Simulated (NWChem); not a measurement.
# BP86/def2-TZVPP (core potential) run of SnH2F2 (SMILES [F][SnH2][F])

What is the electronic atomisation energy of SnH2F2 at BP86/def2-TZVPP (core potential)? 

Program for the calculation: NWChem 7.3.0.

4 further runs of the same task are left out: 4 that didn't finish.

## 1. The system as given

SnH2F2 has 5 atoms, charge 0, and is taken as a singlet. SMILES: `[F][SnH2][F]`. Geometry: relaxed at PBE0-D4/def2-TZVP.

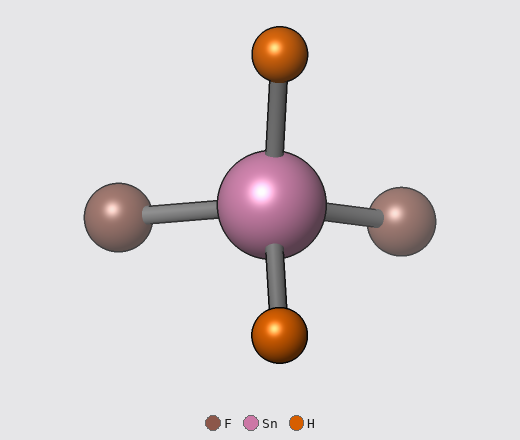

Viewed from a chosen angle; fluorine brown, tin pink, hydrogen orange.

## 2. The energy at BP86/def2-TZVPP (core potential) (run 1)

mymol.nw

```
START mymol
TITLE "F2H2Sn BP86"
memory 2200 mb

GEOMETRY units angstroms noautosym nocenter noautoz
   F    -0.343500   -0.356300    1.741400
   Sn    0.128900   -0.073200   -0.086200
   F    -1.231200    1.110700   -0.712400
   H    -0.087400   -1.547100   -0.889100
   H     1.583200    0.792100   -0.095000
END

BASIS "ao basis" spherical bse
   * library def2-TZVPP
END

ECP bse
   Sn library def2-TZVPP
END

DFT
   xc becke88 perdew86
   grid fine
   convergence energy 1e-08
   iterations 100
   mulliken
   noprint "final vectors analysis"
END

TASK dft
```

Command:

```sh
$ nwchem mymol.nw > mymol.out
```

Output (excerpt; [...] marks lines left out):

```text
[...]
          Wavefunction type:  closed shell.
          No. of atoms     :     5
          No. of electrons :    42
[...]
          Charge           :     0
          Spin multiplicity:     1
[...]
          AO basis - number of functions:   140
[...]
              XC Information
              --------------
                    Becke 1988 Exchange Functional  1.000
                Perdew 1981 Correlation Functional  1.000 local
                Perdew 1986 Correlation Functional  1.000 non-local
[...]
 d= 0,ls=0.0,diis     1   -415.2942413617 -5.60D+02  1.92D-02  1.38D+00     4.9
[...]
 d= 0,ls=0.0,diis    10   -415.4448043633 -2.26D-09  8.62D-08  1.15D-10    39.2
         Total DFT energy =     -415.444804363298
      One electron energy =     -945.142427821018
           Coulomb energy =      424.974113173052
    Exchange-Corr. energy =      -39.886237215585
 Nuclear repulsion energy =      144.609747500253
[...]
      Total Density - Mulliken Population Analysis
     ---------------------------------------------
    Atom       Charge   Shell Charges
 -----------   ------   -------------------------------------------------------
    1 F    9     9.44   0.77  1.19  0.62  0.96  0.41  2.27  2.08  1.12  0.00  0.01  0.00
    2 Sn  22    20.95   0.29 -0.77  1.58  0.91  0.97  0.28 -0.40  6.37  0.78  0.57  0.06  8.86  1.18  0.18  0.01  0.09
    3 F    9     9.44   0.77  1.19  0.62  0.96  0.41  2.27  2.08  1.12  0.00  0.01  0.00
    4 H    1     1.08   0.23  0.55  0.29  0.00  0.01  0.00
    5 H    1     1.08   0.23  0.55  0.29  0.00  0.01  0.00
[...]
```

Wall time 40 s (1 thread of AMD EPYC 7B13 (Zen 3), shared host); peak memory 0.12 GiB.

## 3. The F atom, same level (run 2)

geom.nw

```
start geom
memory total 2200 mb

geometry units angstroms noautosym nocenter noautoz
  F      0.000000     0.000000     0.000000
end

basis spherical bse
  * library def2-TZVPP
end

dft
  xc becke88 perdew86
  mult 2
  grid fine
  convergence energy 1e-08
  iterations 100
  mulliken
  noprint "final vectors analysis"
end

task dft energy
```

Run the same way, it converges to -99.76144 Eh (log not shown).

Run 3 isn't shown in full; the table further down has it.

## 4. The Sn atom (run 4)

struct.nw

```
start struct
memory total 2200 mb

geometry noautosym nocenter noautoz
   Sn       0.000000       0.000000       0.000000
end

basis spherical bse
   * library def2-TZVPP
end

ecp bse
   Sn library def2-TZVPP
end

dft
   xc becke88 perdew86
   mult 3
   grid fine
   convergence energy 1e-08
   iterations 100
   mulliken
   noprint "final vectors analysis"
end

task dft
```

Command:

```sh
$ nwchem struct.nw > struct.out
```

Output (excerpt; [...] marks lines left out):

```text
[...]
          Wavefunction type:  spin polarized.
          No. of atoms     :     1
          No. of electrons :    22
[...]
          Charge           :     0
          Spin multiplicity:     3
[...]
          AO basis - number of functions:    50
[...]
              XC Information
              --------------
                    Becke 1988 Exchange Functional  1.000
                Perdew 1981 Correlation Functional  1.000 local
                Perdew 1986 Correlation Functional  1.000 non-local
[...]
 d= 0,ls=0.0,diis     1   -214.3466071968 -2.14D+02  2.13D-02  3.62D-02     0.8
[...]
 d= 0,ls=0.5,diis    17   -214.3700190173 -7.59D-09  2.30D-06  3.89D-09     8.8
[...]
         Total DFT energy =     -214.370019020821
      One electron energy =     -376.093062727932
           Coulomb energy =      179.839446958385
    Exchange-Corr. energy =      -18.116403251275
 Nuclear repulsion energy =        0.000000000000
[...]
      Total Density - Mulliken Population Analysis
     ---------------------------------------------
    Atom       Charge   Shell Charges
 -----------   ------   -------------------------------------------------------
    1 Sn  22    22.00   0.30 -0.80  1.62  0.90  1.26  0.72 -0.40  6.37  0.49  1.05  0.50  8.82  1.13  0.04  0.00  0.00
     --------------------------------------------
      Spin Density - Mulliken Population Analysis
     --------------------------------------------
    Atom       Charge   Shell Charges
 -----------   ------   -------------------------------------------------------
    1 Sn  22     2.00  -0.00  0.00 -0.00 -0.00 -0.01  0.02 -0.01  0.01  0.45  1.05  0.50 -0.03  0.02  0.00  0.00  0.00
[...]
      <S2> =      2.0016 (Exact =     2.0000)
[...]
```

Run time: 10 s. Hardware: 1 thread of AMD EPYC 7B13 (Zen 3), shared host; peak memory 0.11 GiB.

## 5. Overview of the runs

```
run                              level  core potential  partner  energy (Eh)  wall time
  1   BP86/def2-TZVPP (core potential)      def2-TZVPP     base  -415.444804       40 s
  2                   UBP86/def2-TZVPP               –    atoms   -99.761444      1.1 s
  3                   UBP86/def2-TZVPP               –    atoms    -0.500019     0.69 s
  4  UBP86/def2-TZVPP (core potential)      def2-TZVPP    atoms  -214.370019       10 s
```

## 6. Results

Level: BP86/def2-TZVPP (core potential).

```
                     quantity          value
        Sn atom: total energy  -214.37002 Eh
                Sn atom: ⟨S²⟩          2.002
electronic atomisation energy      15.017 eV
```

**Reading.** Taking the molecule apart into free atoms costs 15.02 eV (1449 kJ/mol), before zero-point energy and without spin-orbit coupling. All runs together took 52 s, the longest 40 s.
